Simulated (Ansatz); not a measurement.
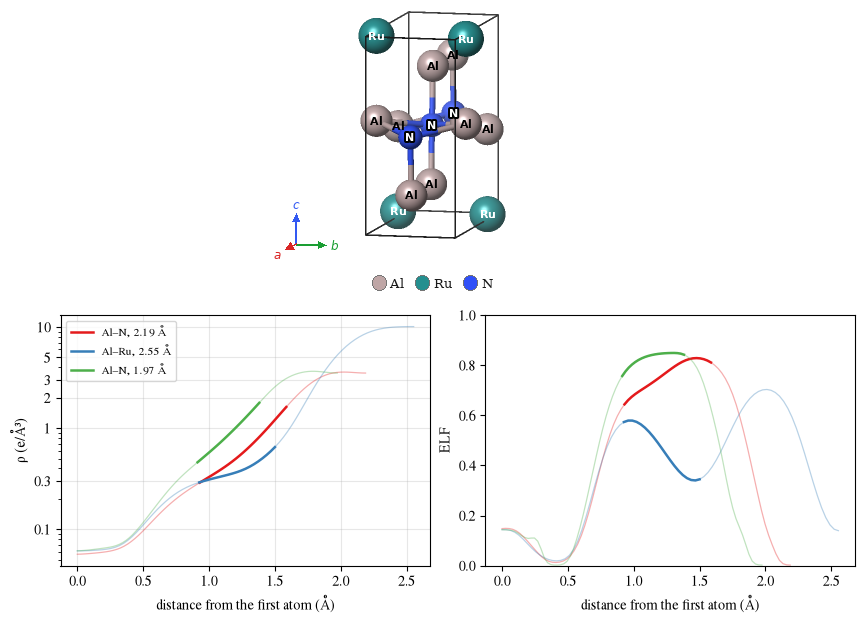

*Al3RuN. Valence charge density (pseudo) and electron localisation function along straight lines between neighbouring atoms. Thin, pale parts lie inside the atomic spheres. The structure is drawn too.*

Space group Pmma; a generated structure, not necessarily the stable one; changed on purpose from its base cell (volume × 1.03, shape and atoms relaxed); computed pressure about −5 GPa in this cell; computed without spin polarisation.

Theory: DFT PBE, scalar-relativistic, plane waves, PAW (Ansatz 0.2.0).

The density is the valence pseudo-density of a PAW calculation; it isn't the true density close to the nuclei.

Input

```
crystal:
  lattice:
    - [6.1374153699, 0.0, 0.0]
    - [0.0, 3.0570735559, 0.0]
    - [0.0, 0.0, 6.6737568154]
  atoms:
    - { symbol: Al, position: [0.9788815694, 0.5, 0.2047087833] }
    - { symbol: Al, position: [0.5211184306, 0.5, 0.2047087833] }
    - { symbol: Al, position: [0.0211184306, 0.5, 0.7952912167] }
    - { symbol: Al, position: [0.4788815694, 0.5, 0.7952912167] }
    - { symbol: Al, position: [0.75, 0.0, 0.5427702381] }
    - { symbol: Al, position: [0.25, 0.0, 0.4572297619] }
    - { symbol: Ru, position: [0.25, 0.0, 0.0258104334] }
    - { symbol: Ru, position: [0.75, 0.0, 0.9741895666] }
    - { symbol: "N", position: [0.0, 0.5, 0.5] }
    - { symbol: "N", position: [0.5, 0.5, 0.5] }
basis:
  ecutwfc: 420
kpoints:
  mp_grid: { grid: [6, 10, 6] }
hamiltonian:
  xc: pbe
scf:
  occupations: { method: gaussian, width: 0.1 }
output:
  forces: true
  stress: true
  eigenvalues: true
  write_density: true
  write_potential: true
  elf: true
  volumetric_format: npy
relax:
  adjacent_minimum: "off"
  f_tol: 0.01
  max_steps: 30
  cell: { stress_tol: 0.1, fix: [volume] }
```

Launched as:

```sh
ansatz run input.yaml --threads 1 --pin off --max-ram 2560MiB --backend cpu --events-out ev --progress --plain --runs-dir out
```

Below, planes, directions and counts refer to the conventional cell (a = 6.14 Å, b = 3.06 Å, c = 6.66 Å, α = 90.00°, β = 90.00°, γ = 90.00°).

The fields are those of the run's last geometry, not of the input's.

What can be read from the curves?

Answer. Al–N (2.19 Å): ρ at the midpoint is about 0.39 e/Å³; the ELF peaks at about 0.85 in the valence shell of N, 0.7 Å from its nucleus, and is about 0.70 at the midpoint.
Al–Ru (2.55 Å): ρ is about 0.4 e/Å³ halfway; the ELF is about 0.40 at the midpoint.
Al–N (1.97 Å): ρ is about 0.55 e/Å³ halfway; the ELF peaks at about 0.85 in the valence shell of N, 0.7 Å from its nucleus, and is about 0.80 at the midpoint.
